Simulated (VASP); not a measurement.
# A VASP study of GaAs (LDA): structure first, properties next, part 2 of 5

Aim: relax GaAs with LDA, compute its properties on that cell and hold them against experiment. The start is a cell from a database of measured crystal structures.

VASP 6.6.1, plane waves and PAW; the level of theory is named at each step.

So far, gap on the k-mesh (eV): step 2 (full relaxation (LDA)) 0.524; step 3 (second relaxation) 0.524. The relaxed cell has a = 5.606 Å (conventional setting).

### Step 4. Density, ELF and potential (LDA)

Level of this step: LDA; plane waves and PAW (Ga_d, As) (VASP).

The relaxed cell gets a fresh self-consistent run, on a basis set for its own volume, to fix the density and to check the remaining stress.

The input, INCAR:

```
SYSTEM = GaAs
PREC = Accurate
ENCUT = 400
EDIFF = 1E-06
NELM = 100
ISMEAR = 0
SIGMA = 0.05
LREAL = .FALSE.
ALGO = Normal
GGA = CA
NBANDS = 15
LORBIT = 11
LWAVE = .FALSE.
LCHARG = .TRUE.
ISIF = 2
LELF = .TRUE.
LVHAR = .TRUE.
```

The input, POSCAR:

```
GaAs
1.0
    0.0000000000      2.8028244386      2.8028244386
    2.8028244386      0.0000000000      2.8028244386
    2.8028244386      2.8028244386      0.0000000000
Ga As
1 1
Direct
    0.0000000000      0.0000000000      0.0000000000
    0.2500000000      0.2500000000      0.2500000000
```

The input, KPOINTS:

```
Automatic mesh
0
Gamma
7 7 7
0 0 0
```

The projector-augmented-wave data sets are Ga_d and As (LDA family, release 64).

Run with:

```console
$ mpirun -np 2 vasp_std
```

The program printed:

```text
[banner, memory and clock lines left out]
running    2 mpi-ranks, on    1 nodes
 distrk:  each k-point on    2 cores,    1 groups
 distr:  one band on    1 cores,    2 groups

 POSCAR found type information on POSCAR GaAs
 POSCAR found :  2 types and       2 ions
 LDA part: xc-table for (Slater(with rela. corr.)+CA(PZ))
 , standard interpolation
|                                                                             |
|           W    W    AA    RRRRR   N    N  II  N    N   GGGG   !!!           |
|           W    W   A  A   R    R  NN   N  II  NN   N  G    G  !!!           |
|           W    W  A    A  R    R  N N  N  II  N N  N  G       !!!           |
|           W WW W  AAAAAA  RRRRR   N  N N  II  N  N N  G  GGG   !            |
|           WW  WW  A    A  R   R   N   NN  II  N   NN  G    G                |
|           W    W  A    A  R    R  N    N  II  N    N   GGGG   !!!           |
|                                                                             |
|     The number of bands has been changed from the values supplied in        |
|     The orbitals not found in the WAVECAR file will be initialized with     |
|     random numbers, which is usually adequate. For correlated               |
|     calculations, however, you should redo the groundstate calculation.     |
|     I found NBANDS = 15. Now, NBANDS = 16.                                  |
|                                                                             |

 POSCAR, INCAR and KPOINTS ok, starting setup
 FFT: planning ... GRIDC
 FFT: planning ... GRID_SOFT
 FFT: planning ... GRID
 WAVECAR not read
 entering main loop
       N       E                     dE             d eps       ncg     rms          rms(c)
DAV:   1     0.762485220520E+02    0.76249E+02   -0.78558E+03   648   0.136E+03
DAV:   2    -0.393698007177E+01   -0.80186E+02   -0.76778E+02   744   0.287E+02
DAV:   3    -0.977812042050E+01   -0.58411E+01   -0.58253E+01   776   0.621E+01
DAV:   4    -0.986594973681E+01   -0.87829E-01   -0.87823E-01   800   0.852E+00
DAV:   5    -0.986717267962E+01   -0.12229E-02   -0.12229E-02   808   0.888E-01    0.308E+00
DAV:   6    -0.967615640884E+01    0.19102E+00   -0.22046E-01   992   0.829E+00    0.181E+00
DAV:   7    -0.963303735955E+01    0.43119E-01   -0.66206E-02   856   0.190E+00    0.526E-01
DAV:   8    -0.962981978536E+01    0.32176E-02   -0.92257E-03   760   0.104E+00    0.112E-01
DAV:   9    -0.962978971289E+01    0.30072E-04   -0.70005E-04   800   0.319E-01    0.415E-02
DAV:  10    -0.962979538114E+01   -0.56683E-05   -0.42330E-05   960   0.696E-02    0.220E-02
DAV:  11    -0.962980038909E+01   -0.50080E-05   -0.70224E-06   744   0.401E-02    0.281E-03
DAV:  12    -0.962980024563E+01    0.14346E-06   -0.48307E-07   488   0.104E-02
   1 F= -.96298002E+01 E0= -.96298002E+01  d E =-.183701E-11
```

Wall time 4.2 s (2 MPI ranks of Intel Xeon Platinum 8488C (Sapphire Rapids), shared host); peak memory 0.23 GiB.

From OUTCAR (step 4):

```text
The static configuration has the point symmetry T_d .

 Found     20 irreducible k-points:

   k-points           NKPTS =     20   k-points in BZ     NKDIM =     20   number of bands    NBANDS=     16

   NELECT =      18.0000    total number of electrons

 E-fermi :   4.2689

 k-point     1 :       0.0000    0.0000    0.0000
  band No.  band energies     occupation
    ...
      5     -10.8446      2.00000
      6      -8.8990      2.00000
      7       4.0526      2.00000
      8       4.0526      2.00000
      9       4.0526      2.00000
     10       4.5761      0.00000
     11       7.7288      0.00000
     12       7.7288      0.00000
     13       7.7288      0.00000
     14      11.4748      0.00000
    ...

 k-point     2 :       0.1429    0.0000    0.0000
  band No.  band energies     occupation
    ...
      5     -10.8448      2.00000
      6      -8.6532      2.00000
      7       1.7116      2.00000
      8       3.7413      2.00000
      9       3.7413      2.00000
     10       5.6674      0.00000
     11       8.1768      0.00000
     12       8.1768      0.00000
     13       8.4023      0.00000
     14      12.6552      0.00000
    ...

  Total       -0.0042833     -0.0042833     -0.0042833      0.0000000      0.0000000      0.0000000
  in kB       -0.1558369     -0.1558369     -0.1558369      0.0000000      0.0000000      0.0000000
  external PRESSURE =      -0.1558369 kB  Pullay stress =       0.0000000 kB

 POSITION                                       TOTAL-FORCE (eV/Angst)
 -----------------------------------------------------------------------------------
      0.00000      0.00000      0.00000         0.000000      0.000000      0.000000
      1.40141      1.40141      1.40141        -0.000000     -0.000000     -0.000000
 -----------------------------------------------------------------------------------
    total drift:                                0.000001      0.000001      0.000001

  FREE ENERGIE OF THE ION-ELECTRON SYSTEM (eV)
  ---------------------------------------------------
  free  energy   TOTEN  =        -9.6298002456 eV

  energy  without entropy=       -9.6298002456  energy(sigma->0) =       -9.62980025

[... 10 parts as in an earlier step ...]

[... 3 further parts left out ...]
```

This step gave:

* SCF cycles: 12
* bands: 16
* Fermi energy: 4.269 eV
* pressure: -0.01558 GPa

Valence electrons inside each PAW sphere by angular momentum. Sphere charges, by row:

```tsv
atom	s (e)	p (e)	d (e)	tot (e)
Ga1	0.893	0.833	9.998	11.72
As2	1.214	1.615	0.033	2.862
```

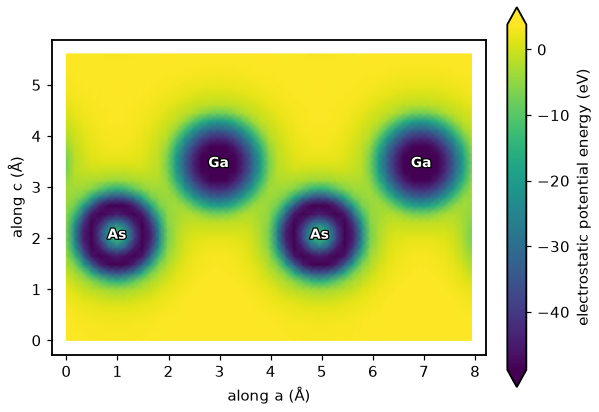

Electrostatic potential energy in the ac plane of a cell with a along [110], b along [-110] and c along [001] of the cube at fractional y = 0.000, with atoms of Ga and As within 0.2 Å of it. With pseudopotentials it is smooth inside the atoms' cores, unlike the true potential. The map starts off the cell's origin, so that atoms lie inside it.

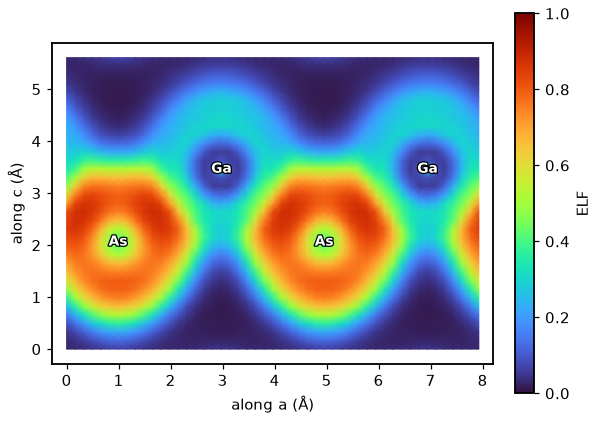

ELF in the ac plane of a cell with a along [110], b along [-110] and c along [001] of the cube at fractional y = 0.000, with atoms of Ga and As within 0.2 Å of it. It is the smooth field of the valence electrons, not physical close to the nuclei. The map starts off the cell's origin, so that atoms lie inside it.

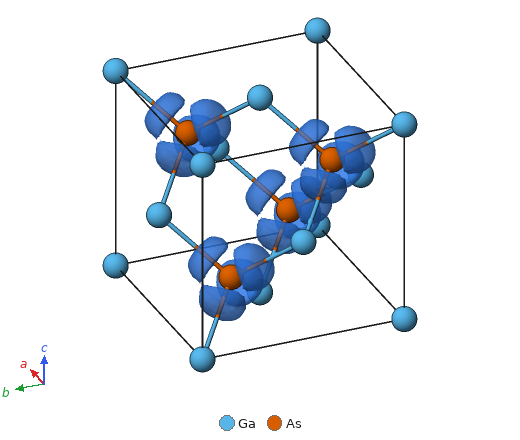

Surface of ELF = 0.8. Bonds to atoms that aren't drawn are left out.

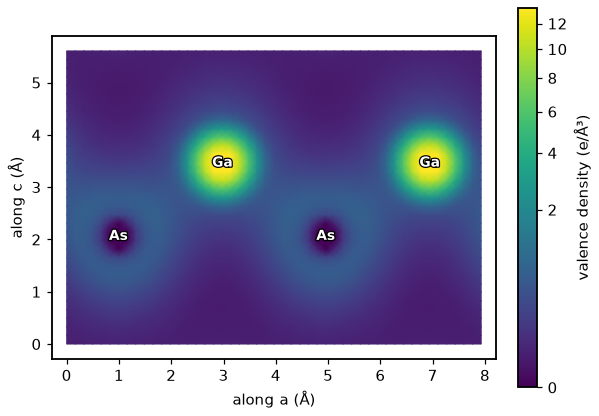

Valence density in the ac plane of a cell with a along [110], b along [-110] and c along [001] of the cube at fractional y = 0.000, with atoms of Ga and As within 0.2 Å of it. It is the smooth field of the valence electrons, not physical close to the nuclei. The map starts off the cell's origin, so that atoms lie inside it. The colour scale is stretched toward low values.

In this run the pressure is -0.02 GPa, small enough to go on.

### Step 5. Bands along the symmetry lines (LDA)

The mesh alone shows little of the dispersion and can miss band extrema, so KPOINTS_OPT adds a path through the symmetry points after the self-consistent cycle.

The input, INCAR:

```
SYSTEM = GaAs
PREC = Accurate
ENCUT = 400
EDIFF = 1E-06
NELM = 100
ISMEAR = 0
SIGMA = 0.05
LREAL = .FALSE.
ALGO = Normal
GGA = CA
NBANDS = 21
LORBIT = 11
LWAVE = .FALSE.
LCHARG = .FALSE.
KPAR = 2
```

POSCAR is that of step 4.

KPOINTS is that of step 4.

The input, KPOINTS_OPT:

```
Line mode
16
Line-mode
Reciprocal
  0.00000000   0.00000000   0.00000000 GAMMA
  0.50000000   0.00000000   0.50000000 X

  0.50000000   0.00000000   0.50000000 X
  0.50000000   0.25000000   0.75000000 W

  0.50000000   0.25000000   0.75000000 W
  0.37500000   0.37500000   0.75000000 K

  0.37500000   0.37500000   0.75000000 K
  0.00000000   0.00000000   0.00000000 GAMMA

  0.00000000   0.00000000   0.00000000 GAMMA
  0.50000000   0.50000000   0.50000000 L

  0.50000000   0.50000000   0.50000000 L
  0.62500000   0.25000000   0.62500000 U

  0.62500000   0.25000000   0.62500000 U
  0.50000000   0.25000000   0.75000000 W

  0.50000000   0.25000000   0.75000000 W
  0.50000000   0.50000000   0.50000000 L

  0.50000000   0.50000000   0.50000000 L
  0.37500000   0.37500000   0.75000000 K

  0.62500000   0.25000000   0.62500000 U
  0.50000000   0.00000000   0.50000000 X
```

Run with:

```console
$ mpirun -np 2 vasp_std
```

The program printed:

```text
[... set-up lines as in an earlier step ...]
 entering main loop
       N       E                     dE             d eps       ncg     rms          rms(c)
DAV:   1     0.971703130910E+02    0.97170E+02   -0.72445E+03   925   0.103E+03
DAV:   2     0.382950320459E-01   -0.97132E+02   -0.90572E+02   904   0.289E+02
DAV:   3    -0.969275135731E+01   -0.97310E+01   -0.96571E+01   963   0.620E+01
DAV:   4    -0.986549960378E+01   -0.17275E+00   -0.17269E+00   990   0.883E+00
DAV:   5    -0.986716628335E+01   -0.16667E-02   -0.16666E-02   967   0.863E-01    0.308E+00
DAV:   6    -0.967612866043E+01    0.19104E+00   -0.15599E-01  1310   0.632E+00    0.180E+00
DAV:   7    -0.963302809158E+01    0.43101E-01   -0.52692E-02  1062   0.145E+00    0.531E-01
DAV:   8    -0.962981907106E+01    0.32090E-02   -0.81049E-03  1000   0.778E-01    0.114E-01
DAV:   9    -0.962979140901E+01    0.27662E-04   -0.65854E-04  1061   0.239E-01    0.465E-02
DAV:  10    -0.962979530624E+01   -0.38972E-05   -0.33227E-05  1221   0.479E-02    0.245E-02
DAV:  11    -0.962980036705E+01   -0.50608E-05   -0.58185E-06   943   0.292E-02    0.347E-03
DAV:  12    -0.962980024601E+01    0.12104E-06   -0.32049E-07   678   0.671E-03
   1 F= -.96298002E+01 E0= -.96298002E+01  d E =-.174444E-12
 Start KPOINTS_OPT (optional k-point list driver)
k-point batch [1-20\160]
       N       E                     dE             ncg
DAV:   1    -0.159220832359E+03   -0.74335E+04      901
DAV:   2    -0.211771115200E+04   -0.19585E+04      912
DAV:   3    -0.231642835040E+04   -0.19872E+03      977
DAV:   4    -0.231996681451E+04   -0.35385E+01     1023
DAV:   5    -0.232000318250E+04   -0.36368E-01      962
DAV:   6    -0.232000419473E+04   -0.10122E-02     1107
DAV:   7    -0.232000421750E+04   -0.22779E-04     1016
DAV:   8    -0.232000421806E+04   -0.55903E-06      813
[...]
k-point batch [141-160\160]
       N       E                     dE             ncg
DAV:   1    -0.400298908654E+03   -0.12409E+05      933
DAV:   2    -0.227774972737E+04   -0.18775E+04      881
DAV:   3    -0.246026473359E+04   -0.18252E+03     1085
DAV:   4    -0.246331906849E+04   -0.30543E+01     1000
DAV:   5    -0.246334853877E+04   -0.29470E-01     1016
DAV:   6    -0.246334940136E+04   -0.86260E-03     1194
DAV:   7    -0.246334940636E+04   -0.49988E-05      961
DAV:   8    -0.246334940652E+04   -0.15714E-06      840
```

Wall time 22 s (2 MPI ranks); peak memory 0.3 GiB.

OUTCAR, selected parts (step 5):

```text
   k-points           NKPTS =     20   k-points in BZ     NKDIM =     20   number of bands    NBANDS=     21

   NELECT =      18.0000    total number of electrons

 E-fermi :   4.2821

 k-point     2 :       0.1429    0.0000    0.0000
  band No.  band energies     occupation
    ...
      5     -10.8448      2.00000
      6      -8.6532      2.00000
      7       1.7116      2.00000
      8       3.7413      2.00000
      9       3.7413      2.00000
     10       5.6674      0.00000
     11       8.1768      0.00000
     12       8.1768      0.00000
     13       8.4023      0.00000
     14      12.6551      0.00000
    ...

  Total       -0.0045692     -0.0045692     -0.0045692      0.0000000      0.0000000     -0.0000000
  in kB       -0.1662396     -0.1662396     -0.1662396      0.0000000      0.0000000     -0.0000000
  external PRESSURE =      -0.1662396 kB  Pullay stress =       0.0000000 kB

 POSITION                                       TOTAL-FORCE (eV/Angst)
 -----------------------------------------------------------------------------------
      0.00000      0.00000      0.00000         0.000000     -0.000000     -0.000000
      1.40141      1.40141      1.40141        -0.000000      0.000000      0.000000
 -----------------------------------------------------------------------------------
    total drift:                                0.000001      0.000001      0.000001

  FREE ENERGIE OF THE ION-ELECTRON SYSTEM (eV)
  ---------------------------------------------------
  free  energy   TOTEN  =        -9.6298002460 eV

  energy  without entropy=       -9.6298002460  energy(sigma->0) =       -9.62980025

[... 12 parts as in an earlier step ...]

[... 4 further parts left out ...]
```

Spin-orbit coupling is off here; it would split degenerate levels, and it lifts a valence top of As p states by about 0.1 eV.

Numbers from this step:

| Quantity | Value |
| --- | --- |
| bands | 21 |
| Fermi energy | 4.282 eV |
| pressure | -0.01662 GPa |
| least gap on mesh and path | 0.5234 eV |
| least direct gap on mesh and path | 0.5235 eV |

Electronic bands along the path, in eV, zero at the valence-band top; v1 is the highest filled band, c1 the lowest empty one:

```tsv
point	v3	v2	v1	c1	c2	c3	c4
Γ	0.00	0.00	0.00	0.52	3.68	3.68	3.68
X	-7.00	-2.78	-2.78	1.29	1.53	10.24	10.24
W	-6.80	-3.69	-3.50	4.64	4.66	5.38	5.94
K	-6.80	-4.03	-2.35	1.83	4.60	7.96	8.10
Γ	0.00	0.00	0.00	0.52	3.68	3.68	3.68
L	-6.84	-1.19	-1.19	0.93	4.59	4.59	7.59
U	-6.80	-4.03	-2.35	1.83	4.60	7.96	8.10
W	-6.80	-3.69	-3.50	4.64	4.66	5.38	5.94
L	-6.84	-1.19	-1.19	0.93	4.59	4.59	7.59
K	-6.80	-4.03	-2.35	1.83	4.60	7.96	8.10
jump to U	-6.80	-4.03	-2.35	1.83	4.60	7.96	8.10
X	-7.00	-2.78	-2.78	1.29	1.53	10.24	10.24
```

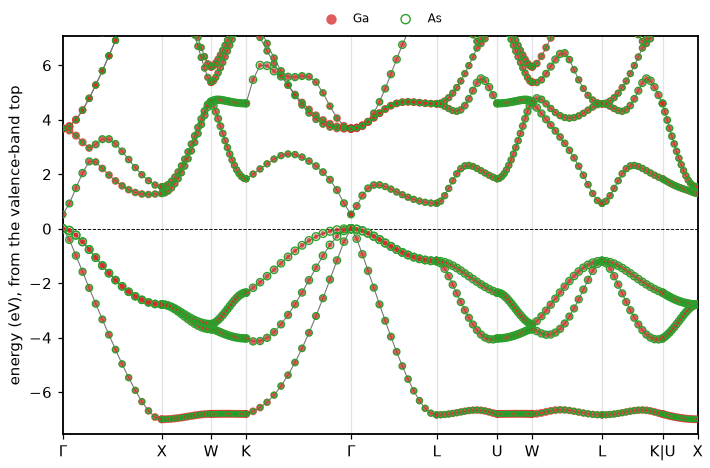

Electronic bands along the path; dots are coloured as in the legend, and their area grows with the weight.

The path finds the gap of the mesh within 0.02 eV, so the mesh comes close to both band edges.

### Step 6. Total and projected DOS (LDA)

A density of states needs more k-points than a total energy; ISMEAR = -5 takes tetrahedra, and LORBIT projects the states on the PAW spheres. The mesh is finer than in the run before.

Edit INCAR of step 5 so:

```diff
@@ -5,3 +5,3 @@
 NELM = 100
-ISMEAR = 0
+ISMEAR = -5
 SIGMA = 0.05
@@ -15 +15,2 @@
 KPAR = 2
+NEDOS = 2001
```

POSCAR is that of step 5.

The input, KPOINTS:

```
Automatic mesh
0
Gamma
10 10 10
0 0 0
```

Run with:

```console
$ mpirun -np 2 vasp_std
```

The program printed:

```text
[... set-up lines as in an earlier step ...]
 entering main loop
       N       E                     dE             d eps       ncg     rms          rms(c)
DAV:   1     0.971075829827E+02    0.97108E+02   -0.72026E+03  2166   0.103E+03
DAV:   2     0.322696819901E+00   -0.96785E+02   -0.90357E+02  2073   0.283E+02
DAV:   3    -0.968923427508E+01   -0.10012E+02   -0.99269E+01  2332   0.631E+01
DAV:   4    -0.987296432236E+01   -0.18373E+00   -0.18366E+00  2292   0.913E+00
DAV:   5    -0.987472234531E+01   -0.17580E-02   -0.17580E-02  2318   0.878E-01    0.307E+00
DAV:   6    -0.968603145928E+01    0.18869E+00   -0.15701E-01  3037   0.629E+00    0.180E+00
DAV:   7    -0.964356290603E+01    0.42469E-01   -0.52968E-02  2533   0.144E+00    0.530E-01
DAV:   8    -0.964038807484E+01    0.31748E-02   -0.79877E-03  2284   0.773E-01    0.114E-01
DAV:   9    -0.964035926571E+01    0.28809E-04   -0.64959E-04  2548   0.239E-01    0.462E-02
DAV:  10    -0.964036291992E+01   -0.36542E-05   -0.32890E-05  2806   0.475E-02    0.242E-02
DAV:  11    -0.964036787196E+01   -0.49520E-05   -0.57462E-06  2278   0.291E-02    0.343E-03
DAV:  12    -0.964036774169E+01    0.13027E-06   -0.33084E-07  1521   0.675E-03
   1 F= -.96403677E+01 E0= -.96403677E+01  d E =0.000000E+00
```

Run time: 9.2 s. Hardware: 2 MPI ranks; peak memory 0.28 GiB; 18 s of CPU time.

Parts of OUTCAR (step 6):

```text
   k-points           NKPTS =     47   k-points in BZ     NKDIM =     47   number of bands    NBANDS=     21

   NELECT =      18.0000    total number of electrons

 E-fermi :   4.0512

 k-point     1 :       0.0000    0.0000    0.0000
  band No.  band energies     occupation
    ...
      5     -10.8426      2.00000
      6      -8.9030      2.00000
      7       4.0480      2.00000
      8       4.0480      2.00000
      9       4.0480      2.00000
     10       4.5734      0.00000
     11       7.7280      0.00000
     12       7.7280      0.00000
     13       7.7280      0.00000
     14      11.4743      0.00000
    ...

  Total        0.0026729      0.0026729      0.0026729      0.0000000      0.0000000      0.0000000
  in kB        0.0972468      0.0972468      0.0972468      0.0000000      0.0000000      0.0000000
  external PRESSURE =       0.0972468 kB  Pullay stress =       0.0000000 kB

  FREE ENERGIE OF THE ION-ELECTRON SYSTEM (eV)
  ---------------------------------------------------
  free  energy   TOTEN  =        -9.6403677417 eV

  energy  without entropy=       -9.6403677417  energy(sigma->0) =       -9.64036774

[... 7 parts as in an earlier step ...]

[... 10 further parts left out ...]
```

This step gave:

* irreducible k-points: 47
* free energy (TOTEN): -9.640 eV
* Fermi energy: 4.051 eV
* pressure: 0.009725 GPa
* gap on the k-mesh: 0.5254 eV
* least direct gap on the k-mesh: 0.5254 eV

The density of states has structure finer than the step of the table below, so its rows give means over 1 eV, whole bins alone (the curve runs from -12.0 to 8.50 eV). Peaks (eV: height): total -10.4: 2.01, -6.6: 3.04, 2.3: 1.97, 4.4: 1.97; As p -6.6: 0.469, -3.7: 0.395, -2.7: 0.501, 7.9: 0.334; Ga p 4.4: 0.383, 5.9: 0.332, 7.7: 0.302, 7.9: 0.316; Ga s -6.6: 1.15, 2.3: 0.320; As s -10.4: 1.15.

States under -12.0 eV and over 8.5 eV are left out. The density of states by energy, zero at the valence-band top; means over each step; values in states/eV/cell:

```tsv
energy (eV)	total	As p	Ga p	Ga s	As s
-11	1.18	0.00603	0.0412	0.0909	0.603
-10	0.286	5.3e-4	0.0143	0.00606	0.163
-9	0	0	0	0	0
-8	0	0	0	0	0
-7	0.743	0.114	0.0177	0.294	0.0232
-6	0.717	0.113	0.0299	0.235	0.0527
-5	0.281	0.0474	0.0156	0.0752	0.0328
-4	0.677	0.164	0.0955	0.0432	0.0227
-3	1.27	0.356	0.213	0.0412	0.0197
-2	1.42	0.459	0.249	0.0247	0.0122
-1	0.808	0.303	0.134	0.00597	0.00307
0	0.0782	0.0331	0.0104	3.3e-4	1.8e-4
1	0.0568	0.00445	0.00509	0.0108	0.00635
2	1.17	0.134	0.113	0.187	0.0830
3	1.10	0.148	0.121	0.149	0.0598
4	1.24	0.146	0.237	0.0678	0.0360
5	1.27	0.170	0.258	0.0404	0.0177
6	1.23	0.178	0.251	0.0289	0.0211
7	1.01	0.151	0.224	0.0180	0.0224
8	1.04	0.141	0.185	0.0216	0.0166
```

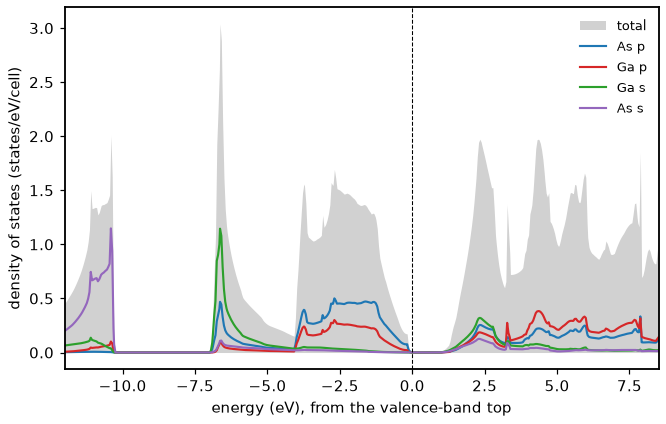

Density of states, plotted against energy.

The gap on this mesh is 0.53 eV. In the top eV of the valence band the largest shares in the PAW spheres are As p 40 % and Ga p 15 %; in the lowest eV of the conduction band, Ga s 19 %, As s 11 % and Ga p 9 %. The rest lies in smaller channels or between the spheres.

(Continued in part 3 of 5.)

[Lines on the potential files, build, host, timing and source positions are cut from VASP's logs without a mark.]

[Logs are printed without paths, hosts, clocks, repeated set-up lines and the standing remarks that a program may print on its own settings, such as how far it seeks lower states.]

[Hosts, paths, dates, database ids (printed as entryN), source tags and the programs' standing remarks are cut or masked in the printed files.]

[Measured values are set beside computed ones only where the two were judged alike; some that the calculation misses by far are left out.]
